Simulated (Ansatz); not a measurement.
System: AlB2-type HfB2. Method: PBEsol-D3(BJ) (Ansatz, a first-principles code, plane waves, PAW).

Run with plane-wave cutoff 520 eV, 24×24×16 k mesh (along the axes of the cell as run), Fermi–Dirac smearing 0.05 eV, scalar-relativistic PAW data made under PBE.

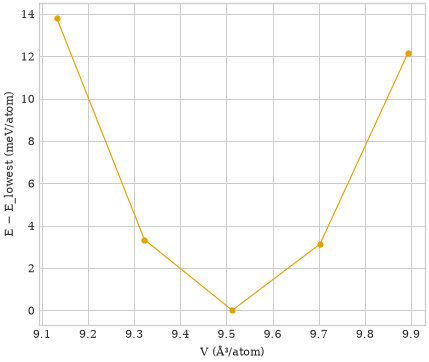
Figure: Total energy against volume

From the curve, estimate the equilibrium volume and the bulk modulus.

V0 ≈ 9.5 Å³/atom and B0 ≈ 270 GPa; the fit gives V0 = 9.512 Å³/atom, B0 = 272 GPa, B′ = 3.9.

Shape and atoms are relaxed at each volume.

Measured, for comparison: bulk modulus 282 GPa (room temperature, not corrected to a static lattice, hydrostatic curve from radial diffraction; as tabulated in Experimental and computational studies of compression and deformation behavior …); equilibrium volume per atom 9.91 Å³/atom (room temperature, not corrected to a static lattice; as tabulated in Burrage et al. (2022), doi:10.3390/ma15082762). Computed (rounded) less measured: bulk modulus -4 %, equilibrium volume per atom -4.0 %.

Note: the bulk modulus comes from volumes at which shape and atoms were relaxed.

Spin–orbit coupling is not included.

Computed values are for the static lattice.

The result took about 5 core-minutes (a rough figure).
